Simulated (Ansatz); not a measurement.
# C3H9Cl2InOSi: up Jacob's ladder to CCSD(T)

Aim: compute C3H9Cl2InOSi with functionals from several rungs and with coupled cluster. The yardstick is the atomisation energy at the CCSD(T) limit.

Method: functionals in def2-TZVPP, the program's frozen cores in correlated methods; program: Ansatz 0.2.0, Gaussian basis.

Levels to be run: LDA (SPW92), PBE-D4, revPBE-D4, BLYP-D4, r2SCAN-D4, B97M-V, PBE0-D4, B3LYP-D4, r2SCANh-D4, r2SCAN0-D4, HSE06-D4, BHLYP-D4, CAM-B3LYP-D4, LC-ωPBE, ωB97X-V, ωB97M-V, B2PLYP, PBE-QIDH; CCSD(T)/def2-SVP; CCSD(T)/def2-TZVPP; MP2/def2-QZVPP; extrapolation to the limit; RPA on PBE.

### Step 1. Structure used throughout

All runs share one geometry, relaxed beforehand with PBE0-D4 in a triple-zeta def2 set. In takes the def2 core potential; no spin-orbit term is included.

17 atoms, charge 0, spin multiplicity 1.

Atoms are counted from 1 here; the program's logs count them from 0.

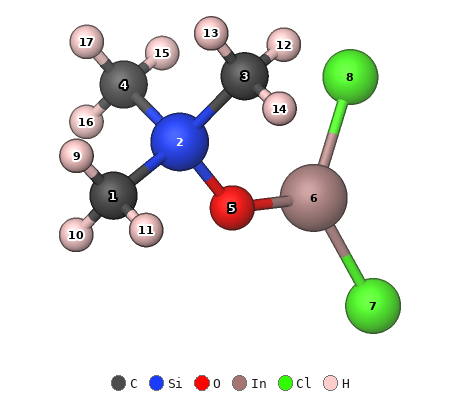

The geometry (carbon dark grey, silicon blue, oxygen red, indium brown, chlorine green, hydrogen pink); atoms are numbered from 1 in the order of the file.

### Step 2. LDA

This LDA is Slater exchange with PW92 correlation.

Input file in.yaml:

```yaml
crystal:
  periodic: [false, false, false]
  atoms:
    - {symbol: C, position_ang: [-0.554739, -2.148384, -0.463823]}
    - {symbol: Si, position_ang: [-0.092690, -0.405043, 0.007088]}
    - {symbol: C, position_ang: [1.618936, -0.349840, 0.757436]}
    - {symbol: C, position_ang: [-1.329356, 0.308109, 1.214387]}
    - {symbol: O, position_ang: [-0.111729, 0.480952, -1.393008]}
    - {symbol: In, position_ang: [0.262940, 2.359036, -1.728408]}
    - {symbol: Cl, position_ang: [0.129105, 3.196721, -3.858051]}
    - {symbol: Cl, position_ang: [0.842933, 3.746061, 0.021039]}
    - {symbol: H, position_ang: [-0.564685, -2.801244, 0.413523]}
    - {symbol: H, position_ang: [-1.547573, -2.178600, -0.919288]}
    - {symbol: H, position_ang: [0.157751, -2.559284, -1.183267]}
    - {symbol: H, position_ang: [1.898624, 0.671604, 1.032870]}
    - {symbol: H, position_ang: [1.669959, -0.958192, 1.664963]}
    - {symbol: H, position_ang: [2.368249, -0.732139, 0.058881]}
    - {symbol: H, position_ang: [-1.066887, 1.333553, 1.491851]}
    - {symbol: H, position_ang: [-2.336317, 0.317126, 0.788334]}
    - {symbol: H, position_ang: [-1.363619, -0.280738, 2.135471]}
basis:
  gaussian: {orbitals: def2-TZVPP}
hamiltonian: {xc: lda}
output: {orbitals: {seedname: orbitals}}
```

The run is started by

```console
> ansatz run in.yaml --threads 4 --pin off --events-out ev --progress --plain --max-ram 66560MiB --backend cuda --devices 0, --max-vram 37GiB
```

Log, cut to the lines that bear on the results:

```text
Functional definition: SPW92
  name "SPW92"
  cite "Dirac, Proc. Camb. Phil. Soc. 26, 376 (1930) doi:10.1017/S0305004100016108"
  cite "Slater, Phys. Rev. 81, 385 (1951) doi:10.1103/PhysRev.81.385"
  cite "Perdew & Wang, Phys. Rev. B 45, 13244 (1992) doi:10.1103/PhysRevB.45.13244"
[...]
2486 factors; their error is unknown
[...]
mean field -43244.15158862 eV, -1589.1932589432 hartree, gradient 8.7e-5 eV, S^2 0.000000; 0 other end points of the search recorded, 0 dependent functions left out
reference -43244.15165385 eV, -1589.1932613403 hartree; 52, 52 occupied and 374, 374 virtual orbitals, 2486 factors
Total energy: -43244.15165385 eV, -1589.1932613403 hartree
```

It took 8.5 s on 1 × H100 (card shared with other runs) with 4 threads of AMD EPYC 7R13, shared host.

Atomisation energy: 7059.6 kJ/mol (free atoms -43170.984 eV, run apart). HOMO -6.97 eV, LUMO -3.69 eV.

### Step 3. PBE-D4 (GGA)

in.yaml: that of step 2 with these lines changed.

```diff
@@ -22,3 +22,3 @@
   gaussian: {orbitals: def2-TZVPP}
-hamiltonian: {xc: lda}
-output: {orbitals: {seedname: orbitals}}
+hamiltonian: {xc: pbe, dispersion: d4}
+output: {forces: true, orbitals: {seedname: orbitals}}
```

The command is unchanged.

Log, cut to the lines that bear on the results:

```text
Functional definition: PBE
  name "PBE"
  cite "Perdew, Burke & Ernzerhof, Phys. Rev. Lett. 77, 3865 (1996) doi:10.1103/PhysRevLett.77.3865"
  parent pbe
[...]
2486 factors; their error is unknown
[...]
mean field -43389.60811854 eV, -1594.5386878235 hartree, gradient 5.5e-5 eV, S^2 0.000000; 0 other end points of the search recorded, 0 dependent functions left out
[...]
Atom 13 at     2.368249    -0.732139     0.058881 Å, force     0.147050    -0.069865    -0.124293 eV/Å
Atom 14 at    -1.066887     1.333553     1.491851 Å, force     0.046376     0.189569     0.049709 eV/Å
Atom 15 at    -2.336317     0.317126     0.788334 Å, force    -0.191782     0.005742    -0.071839 eV/Å
Atom 16 at    -1.363619    -0.280738     2.135471 Å, force    -0.015186    -0.107613     0.180076 eV/Å
Dipole moment:    -0.034498    -0.279468     0.184055 e Å
```

Run time: 9 s. Hardware: 1 × H100 (card shared with other runs) with 4 threads of AMD EPYC 7R13, shared host.

With the free atoms at this level, -43324.642 eV in sum, the atomisation energy is 6317.8 kJ/mol. HOMO -6.82 eV, LUMO -3.36 eV.

### Step 4. revPBE-D4 (GGA)

in.yaml: that of step 3 with these lines changed.

```diff
@@ -22,3 +22,3 @@
   gaussian: {orbitals: def2-TZVPP}
-hamiltonian: {xc: pbe, dispersion: d4}
-output: {forces: true, orbitals: {seedname: orbitals}}
+hamiltonian: {xc: {name: revPBE}, dispersion: d4}
+output: {orbitals: {seedname: orbitals}}
```

Same command.

Log, cut to the lines that bear on the results:

```text
Functional definition: revPBE
  name "revPBE"
  cite "Zhang & Yang, Phys. Rev. Lett. 80, 890 (1998) doi:10.1103/PhysRevLett.80.890"
  cite "Perdew, Burke & Ernzerhof, Phys. Rev. Lett. 77, 3865 (1996) doi:10.1103/PhysRevLett.77.3865"
[...]
2486 factors; their error is unknown
[...]
mean field -43403.95673080 eV, -1595.0659895982 hartree, gradient 7.5e-5 eV, S^2 0.000000; 0 other end points of the search recorded, 0 dependent functions left out
reference -43403.95682090 eV, -1595.0659929095 hartree; 52, 52 occupied and 374, 374 virtual orbitals, 2486 factors
Total energy: -43405.25237324 eV, -1595.1136035799 hartree
```

Wall time 5.5 s (1 × H100 (card shared with other runs) with 4 threads of AMD EPYC 7R13, shared host).

Atomisation energy: 6170.2 kJ/mol (free atoms -43341.303 eV, run apart). HOMO -6.76 eV, LUMO -3.23 eV.

### Step 5. BLYP-D4 (GGA)

in.yaml: that of step 4 with these lines changed.

```diff
@@ -22,3 +22,3 @@
   gaussian: {orbitals: def2-TZVPP}
-hamiltonian: {xc: {name: revPBE}, dispersion: d4}
+hamiltonian: {xc: {name: BLYP}, dispersion: d4}
 output: {orbitals: {seedname: orbitals}}
```

Same command.

Log, cut to the lines that bear on the results:

```text
Functional definition: BLYP
  name "BLYP"
  cite "Becke, Phys. Rev. A 38, 3098 (1988) doi:10.1103/PhysRevA.38.3098"
  cite "Lee, Yang & Parr, Phys. Rev. B 37, 785 (1988) doi:10.1103/PhysRevB.37.785"
[...]
2486 factors; their error is unknown
[...]
mean field -43406.86499290 eV, -1595.1728662593 hartree, gradient 6.1e-5 eV, S^2 0.000000; 0 other end points of the search recorded, 0 dependent functions left out
reference -43406.86553022 eV, -1595.1728860054 hartree; 52, 52 occupied and 374, 374 virtual orbitals, 2486 factors
Total energy: -43407.92808887 eV, -1595.2119343154 hartree
```

Wall time 9 s (1 × H100 (card shared with other runs) with 4 threads of AMD EPYC 7R13, shared host).

Atomisation energy: 6170.1 kJ/mol (free atoms -43343.979 eV, run apart). HOMO -6.72 eV, LUMO -3.32 eV.

### Step 6. r2SCAN-D4 (meta-GGA)

in.yaml: that of step 5 with these lines changed.

```diff
@@ -22,3 +22,3 @@
   gaussian: {orbitals: def2-TZVPP}
-hamiltonian: {xc: {name: BLYP}, dispersion: d4}
-output: {orbitals: {seedname: orbitals}}
+hamiltonian: {xc: r2scan, dispersion: d4}
+output: {forces: true, orbitals: {seedname: orbitals}}
```

The command is unchanged.

Log, cut to the lines that bear on the results:

```text
Functional definition: r2SCAN
  name "r2SCAN"
  cite "Furness, Kaplan, Ning, Perdew & Sun, J. Phys. Chem. Lett. 11, 8208 (2020) doi:10.1021/acs.jpclett.0c02405"
  cite "Furness, Kaplan, Ning, Perdew & Sun, J. Phys. Chem. Lett. 11, 9248 (2020) doi:10.1021/acs.jpclett.0c03077"
  parent r2scan
[...]
2486 factors; their error is unknown
[...]
Atom 13 at     2.368249    -0.732139     0.058881 Å, force     0.001685     0.008485     0.020003 eV/Å
Atom 14 at    -1.066887     1.333553     1.491851 Å, force    -0.013879    -0.014901     0.001757 eV/Å
Atom 15 at    -2.336317     0.317126     0.788334 Å, force     0.007940     0.007225     0.018933 eV/Å
Atom 16 at    -1.363619    -0.280738     2.135471 Å, force    -0.011996     0.018312    -0.005019 eV/Å
Dipole moment:    -0.034602    -0.282372     0.187779 e Å
```

Wall time 11 s (1 × H100 (card shared with other runs) with 4 threads of AMD EPYC 7R13, shared host).

Atomisation energy: 6280.5 kJ/mol (free atoms -43342.659 eV, run apart). HOMO -7.13 eV, LUMO -3.18 eV.

### Step 7. B97M-V (meta-GGA)

in.yaml: that of step 6 with these lines changed.

```diff
@@ -22,3 +22,3 @@
   gaussian: {orbitals: def2-TZVPP}
-hamiltonian: {xc: r2scan, dispersion: d4}
-output: {forces: true, orbitals: {seedname: orbitals}}
+hamiltonian: {xc: {name: B97M-V}}
+output: {orbitals: {seedname: orbitals}}
```

Same command.

Log, cut to the lines that bear on the results:

```text
Functional definition: B97M-V
  name "B97M-V"
  cite "Mardirossian & Head-Gordon, J. Chem. Phys. 142, 074111 (2015) doi:10.1063/1.4907719"
  cite "Becke, J. Chem. Phys. 107, 8554 (1997) doi:10.1063/1.475007"
  cite "Vydrov & Van Voorhis, J. Chem. Phys. 133, 244103 (2010) doi:10.1063/1.3521275"
  # Of w^i u^j: cxij and so on, Table III.
[...]
  gx(w, u) = cx00 + cx01*u + cx02*u^2 + (cx10 + cx11*u)*w
[...]
  gos(w, u) = cos00 + cos01*u + cos03*u^3 + cos10*w + cos32*w^3*u^2
[...]
      + integral(e_c_pw_mod_opposite_spin*gos(b97_w_opposite, b97_u_opposite)) + vv10(b, c)
2486 factors; their error is unknown
[...]
mean field -43402.20102746 eV, -1595.0014686908 hartree, gradient 4.4e-5 eV, S^2 0.000000; 0 other end points of the search recorded, 0 dependent functions left out
reference -43402.20112747 eV, -1595.0014723661 hartree; 52, 52 occupied and 374, 374 virtual orbitals, 2486 factors
Total energy: -43402.20112747 eV, -1595.0014723661 hartree
```

Run time: 8.5 s. Hardware: 1 × H100 (card shared with other runs) with 4 threads of AMD EPYC 7R13, shared host; peak host memory 1.1 GiB.

With the free atoms at this level, -43336.998 eV in sum, the atomisation energy is 6291.1 kJ/mol. HOMO -7.21 eV, LUMO -3.23 eV.

### Step 8. PBE0-D4 (hybrid)

in.yaml: that of step 7 with these lines changed.

```diff
@@ -22,3 +22,3 @@
   gaussian: {orbitals: def2-TZVPP}
-hamiltonian: {xc: {name: B97M-V}}
+hamiltonian: {xc: pbe0, dispersion: d4}
 output: {orbitals: {seedname: orbitals}}
```

Its log isn't repeated here (it stands with the study of this molecule's fields); it ends on a total energy of -43393.541337 eV.

Atomisation energy: 6251.0 kJ/mol (free atoms -43328.755 eV, run apart). HOMO -8.18 eV, LUMO -2.49 eV.

### Step 9. B3LYP-D4 (hybrid)

B3LYP here takes the VWN-RPA correlation.

in.yaml: that of step 8 with these lines changed.

```diff
@@ -22,3 +22,3 @@
   gaussian: {orbitals: def2-TZVPP}
-hamiltonian: {xc: pbe0, dispersion: d4}
-output: {orbitals: {seedname: orbitals}}
+hamiltonian: {xc: {name: B3LYP}, dispersion: d4}
+output: {forces: true, orbitals: {seedname: orbitals}}
```

Same command.

Log:

```text
Functional definition: B3LYP
  name "B3LYP"
  cite "Stephens, Devlin, Chabalowski & Frisch, J. Phys. Chem. 98, 11623 (1994) doi:10.1021/j100096a001"
  cite "Becke, Phys. Rev. A 38, 3098 (1988) doi:10.1103/PhysRevA.38.3098"
  cite "Lee, Yang & Parr, Phys. Rev. B 37, 785 (1988) doi:10.1103/PhysRevB.37.785"
  cite "Vosko, Wilk & Nusair, Can. J. Phys. 58, 1200 (1980) doi:10.1139/p80-159"
  parameter a0 = 0.2
  parameter ax = 0.72
  parameter ac = 0.81
  exchange = (1 - a0 - ax)*slater_x + ax*b88_x + a0*exact_x
  correlation = (1 - ac)*vwn_rpa_c + ac*lyp_c
2604 factors; their error is unknown
mean field evaluation 1: about -43391.1093 eV, gradient 1.1e2 eV
mean field evaluation 2: about -43301.9931 eV, gradient 2.1e2 eV
mean field evaluation 4: about -43413.8009 eV, gradient 1.1e1 eV
mean field evaluation 8: about -43414.1119 eV, gradient 1.6e-1 eV
mean field evaluation 16: about -43414.1888 eV, gradient 6.5e-3 eV
mean field -43414.18879081 eV, -1595.4420108684 hartree, gradient 3.1e-5 eV, S^2 0.000000; 0 other end points of the search recorded, 0 dependent functions left out
the calculation of the forces begins
reference -43414.18919140 eV, -1595.4420255898 hartree; 52, 52 occupied and 374, 374 virtual orbitals, 2604 factors
Total energy: -43415.00909445 eV, -1595.4721564709 hartree
Atom 0 at    -0.554739    -2.148384    -0.463823 Å, force    -0.026042    -0.098870    -0.025669 eV/Å
Atom 1 at    -0.092690    -0.405043     0.007088 Å, force    -0.007453    -0.064472     0.045199 eV/Å
Atom 2 at     1.618936    -0.349840     0.757436 Å, force     0.095786     0.010596     0.047752 eV/Å
Atom 3 at    -1.329356     0.308109     1.214387 Å, force    -0.064399     0.046498     0.072376 eV/Å
Atom 4 at    -0.111729     0.480952    -1.393008 Å, force    -0.049289    -0.197416    -0.028198 eV/Å
Atom 5 at     0.262940     2.359036    -1.728408 Å, force     0.000536     0.022439    -0.028505 eV/Å
Atom 6 at     0.129105     3.196721    -3.858051 Å, force    -0.020455     0.114289    -0.303702 eV/Å
Atom 7 at     0.842933     3.746061     0.021039 Å, force     0.077640     0.181170     0.241372 eV/Å
Atom 8 at    -0.564685    -2.801244     0.413523 Å, force    -0.003820     0.016412    -0.048373 eV/Å
Atom 9 at    -1.547573    -2.178600    -0.919288 Å, force     0.047135    -0.015115     0.019065 eV/Å
Atom 10 at     0.157751    -2.559284    -1.183267 Å, force    -0.041467     0.004617     0.032821 eV/Å
Atom 11 at     1.898624     0.671604     1.032870 Å, force    -0.000216    -0.061230    -0.013493 eV/Å
Atom 12 at     1.669959    -0.958192     1.664963 Å, force     0.012268     0.029887    -0.039887 eV/Å
Atom 13 at     2.368249    -0.732139     0.058881 Å, force    -0.023767     0.022815     0.042566 eV/Å
Atom 14 at    -1.066887     1.333553     1.491851 Å, force    -0.028980    -0.054643    -0.008994 eV/Å
Atom 15 at    -2.336317     0.317126     0.788334 Å, force     0.042326     0.008189     0.032181 eV/Å
Atom 16 at    -1.363619    -0.280738     2.135471 Å, force    -0.009803     0.034836    -0.036512 eV/Å
Dipole moment:    -0.029820    -0.256743     0.181140 e Å
```

Wall time 12 s (1 × H100 (card shared with other runs) with 4 threads of AMD EPYC 7R13, shared host); peak host memory 1.1 GiB.

Atomisation energy: 6210.2 kJ/mol (free atoms -43350.645 eV, run apart). HOMO -7.97 eV, LUMO -2.80 eV.

### Step 10. r2SCANh-D4 (hybrid)

in.yaml: that of step 9 with these lines changed.

```diff
@@ -22,3 +22,3 @@
   gaussian: {orbitals: def2-TZVPP}
-hamiltonian: {xc: {name: B3LYP}, dispersion: d4}
-output: {forces: true, orbitals: {seedname: orbitals}}
+hamiltonian: {xc: {name: r2SCANh}, dispersion: d4}
+output: {orbitals: {seedname: orbitals}}
```

The command is unchanged.

Log, cut to the lines that bear on the results:

```text
Functional definition: r2SCANh
  name "r2SCANh"
  cite "Bursch, Neugebauer, Ehlert & Grimme, J. Chem. Phys. 156, 134105 (2022) doi:10.1063/5.0086040"
  cite "Furness, Kaplan, Ning, Perdew & Sun, J. Phys. Chem. Lett. 11, 8208 (2020) doi:10.1021/acs.jpclett.0c02405"
  cite "Furness, Kaplan, Ning, Perdew & Sun, J. Phys. Chem. Lett. 11, 9248 (2020) doi:10.1021/acs.jpclett.0c03077"
  parent r2scan
[...]
2486 factors; their error is unknown
[...]
mean field -43406.88460401 eV, -1595.1735869543 hartree, gradient 5.5e-5 eV, S^2 0.000000; 0 other end points of the search recorded, 0 dependent functions left out
reference -43406.88462296 eV, -1595.1735876507 hartree; 52, 52 occupied and 374, 374 virtual orbitals, 2486 factors
Total energy: -43407.03486197 eV, -1595.1791088325 hartree
```

It took 12 s on 1 × H100 (card shared with other runs) with 4 threads of AMD EPYC 7R13, shared host.

With the free atoms at this level, -43342.268 eV in sum, the atomisation energy is 6249.0 kJ/mol. HOMO -7.63 eV, LUMO -2.86 eV.

### Step 11. r2SCAN0-D4 (hybrid)

in.yaml: that of step 10 with these lines changed.

```diff
@@ -22,3 +22,3 @@
   gaussian: {orbitals: def2-TZVPP}
-hamiltonian: {xc: {name: r2SCANh}, dispersion: d4}
+hamiltonian: {xc: {name: r2SCAN0}, dispersion: d4}
 output: {orbitals: {seedname: orbitals}}
```

Launched as before.

Log, cut to the lines that bear on the results:

```text
Functional definition: r2SCAN0
  name "r2SCAN0"
  cite "Bursch, Neugebauer, Ehlert & Grimme, J. Chem. Phys. 156, 134105 (2022) doi:10.1063/5.0086040"
  cite "Furness, Kaplan, Ning, Perdew & Sun, J. Phys. Chem. Lett. 11, 8208 (2020) doi:10.1021/acs.jpclett.0c02405"
  cite "Furness, Kaplan, Ning, Perdew & Sun, J. Phys. Chem. Lett. 11, 9248 (2020) doi:10.1021/acs.jpclett.0c03077"
  parent r2scan
[...]
2644 factors; their error is unknown
[...]
mean field -43405.85399259 eV, -1595.1357126830 hartree, gradient 2.7e-5 eV, S^2 0.000000; 0 other end points of the search recorded, 0 dependent functions left out
reference -43405.85400881 eV, -1595.1357132791 hartree; 52, 52 occupied and 374, 374 virtual orbitals, 2644 factors
Total energy: -43406.02003162 eV, -1595.1418145049 hartree
```

Wall time 14 s (1 × H100 (card shared with other runs) with 4 threads of AMD EPYC 7R13, shared host).

With the free atoms at this level, -43341.712 eV in sum, the atomisation energy is 6204.8 kJ/mol. HOMO -8.39 eV, LUMO -2.38 eV.

### Step 12. HSE06-D4 (hybrid)

HSE06 is the plane-wave form, built on full-range PBE exchange.

in.yaml: that of step 11 with these lines changed.

```diff
@@ -22,3 +22,3 @@
   gaussian: {orbitals: def2-TZVPP}
-hamiltonian: {xc: {name: r2SCAN0}, dispersion: d4}
+hamiltonian: {xc: hse06, dispersion: d4}
 output: {orbitals: {seedname: orbitals}}
```

Launched as before.

Log, cut to the lines that bear on the results:

```text
Functional definition: HSE06
  name "HSE06"
  cite "Heyd, Scuseria & Ernzerhof, J. Chem. Phys. 118, 8207 (2003) doi:10.1063/1.1564060"
  cite "Krukau, Vydrov, Izmaylov & Scuseria, J. Chem. Phys. 125, 224106 (2006) doi:10.1063/1.2404663"
  cite "Heyd & Scuseria, J. Chem. Phys. 120, 7274 (2004) doi:10.1063/1.1668634"
  cite "Ernzerhof & Perdew, J. Chem. Phys. 109, 3313 (1998) doi:10.1063/1.476928"
[...]
2644 factors; their error is unknown
156 factors; integrals over basis functions are off by at most 2.9e-7 eV
[...]
mean field -43392.16305897 eV, -1594.6325801525 hartree, gradient 5.8e-5 eV, S^2 0.000000; 0 other end points of the search recorded, 0 dependent functions left out
reference -43392.16312810 eV, -1594.6325826932 hartree; 52, 52 occupied and 374, 374 virtual orbitals, 2644 factors
Total energy: -43392.58850027 eV, -1594.6482148320 hartree
```

Run time: 15 s. Hardware: 1 × H100 (card shared with other runs) with 4 threads of AMD EPYC 7R13, shared host.

Atomisation energy: 6254.4 kJ/mol (free atoms -43327.766 eV, run apart). HOMO -7.78 eV, LUMO -2.86 eV.

### Step 13. BHLYP-D4 (hybrid)

in.yaml: that of step 12 with these lines changed.

```diff
@@ -22,3 +22,3 @@
   gaussian: {orbitals: def2-TZVPP}
-hamiltonian: {xc: hse06, dispersion: d4}
+hamiltonian: {xc: {name: BHLYP}, dispersion: d4}
 output: {orbitals: {seedname: orbitals}}
```

The command is unchanged.

Log, cut to the lines that bear on the results:

```text
Functional definition: BHLYP
  name "BHLYP"
  cite "Becke, J. Chem. Phys. 98, 1372 (1993) doi:10.1063/1.464304"
  cite "Becke, Phys. Rev. A 38, 3098 (1988) doi:10.1103/PhysRevA.38.3098"
  cite "Lee, Yang & Parr, Phys. Rev. B 37, 785 (1988) doi:10.1103/PhysRevB.37.785"
[...]
2894 factors; their error is unknown
[...]
mean field -43405.71790196 eV, -1595.1307114448 hartree, gradient 3.7e-5 eV, S^2 0.000000; 0 other end points of the search recorded, 0 dependent functions left out
reference -43405.71817117 eV, -1595.1307213379 hartree; 52, 52 occupied and 374, 374 virtual orbitals, 2894 factors
Total energy: -43406.41501323 eV, -1595.1563298115 hartree
```

Wall time 14 s (1 × H100 (card shared with other runs) with 4 threads of AMD EPYC 7R13, shared host).

Atomisation energy: 6090.7 kJ/mol (free atoms -43343.289 eV, run apart). HOMO -9.48 eV, LUMO -1.61 eV.

### Step 14. CAM-B3LYP-D4 (range-separated)

in.yaml: that of step 13 with these lines changed.

```diff
@@ -22,3 +22,3 @@
   gaussian: {orbitals: def2-TZVPP}
-hamiltonian: {xc: {name: BHLYP}, dispersion: d4}
+hamiltonian: {xc: {name: CAM-B3LYP}, dispersion: d4}
 output: {orbitals: {seedname: orbitals}}
```

Launched as before.

Log, cut to the lines that bear on the results:

```text
Functional definition: CAM-B3LYP
  name "CAM-B3LYP"
  cite "Yanai, Tew & Handy, Chem. Phys. Lett. 393, 51 (2004) doi:10.1016/j.cplett.2004.06.011"
  cite "Iikura, Tsuneda, Yanai & Hirao, J. Chem. Phys. 115, 3540 (2001) doi:10.1063/1.1383587"
  cite "Becke, Phys. Rev. A 38, 3098 (1988) doi:10.1103/PhysRevA.38.3098"
  cite "Lee, Yang & Parr, Phys. Rev. B 37, 785 (1988) doi:10.1103/PhysRevB.37.785"
[...]
2604 factors; their error is unknown
603 factors; integrals over basis functions are off by at most 1.3e-5 eV
[...]
mean field -43408.67818079 eV, -1595.2394996850 hartree, gradient 3.3e-5 eV, S^2 0.000000; 0 other end points of the search recorded, 0 dependent functions left out
reference -43408.67837612 eV, -1595.2395068634 hartree; 52, 52 occupied and 374, 374 virtual orbitals, 2604 factors
Total energy: -43409.14626264 eV, -1595.2567013759 hartree
```

Wall time 14 s (1 × H100 (card shared with other runs) with 4 threads of AMD EPYC 7R13, shared host).

Atomisation energy: 6252.1 kJ/mol (free atoms -43344.348 eV, run apart). HOMO -9.59 eV, LUMO -1.54 eV.

### Step 15. LC-ωPBE (range-separated)

in.yaml: that of step 14 with these lines changed.

```diff
@@ -22,3 +22,3 @@
   gaussian: {orbitals: def2-TZVPP}
-hamiltonian: {xc: {name: CAM-B3LYP}, dispersion: d4}
+hamiltonian: {xc: {name: LC-wPBE}}
 output: {orbitals: {seedname: orbitals}}
```

Same command.

Log, cut to the lines that bear on the results:

```text
Functional definition: LC-wPBE
  name "LC-wPBE"
  cite "Vydrov & Scuseria, J. Chem. Phys. 125, 234109 (2006) doi:10.1063/1.2409292"
  cite "Heyd & Scuseria, J. Chem. Phys. 120, 7274 (2004) doi:10.1063/1.1668634"
  cite "Ernzerhof & Perdew, J. Chem. Phys. 109, 3313 (1998) doi:10.1063/1.476928"
  cite "Perdew, Burke & Ernzerhof, Phys. Rev. Lett. 77, 3865 (1996) doi:10.1103/PhysRevLett.77.3865"
  parent pbe
[...]
2486 factors; their error is unknown
746 factors; integrals over basis functions are off by at most 3.6e-5 eV
[...]
mean field -43399.30541283 eV, -1594.8950568157 hartree, gradient 3.8e-5 eV, S^2 0.000000; 0 other end points of the search recorded, 0 dependent functions left out
reference -43399.30541284 eV, -1594.8950568161 hartree; 52, 52 occupied and 374, 374 virtual orbitals, 2486 factors
Total energy: -43399.30541284 eV, -1594.8950568161 hartree
```

Wall time 14 s (1 × H100 (card shared with other runs) with 4 threads of AMD EPYC 7R13, shared host).

Atomisation energy: 6230.0 kJ/mol (free atoms -43334.736 eV, run apart). HOMO -10.92 eV, LUMO -0.22 eV.

[end of part 1 of 2]
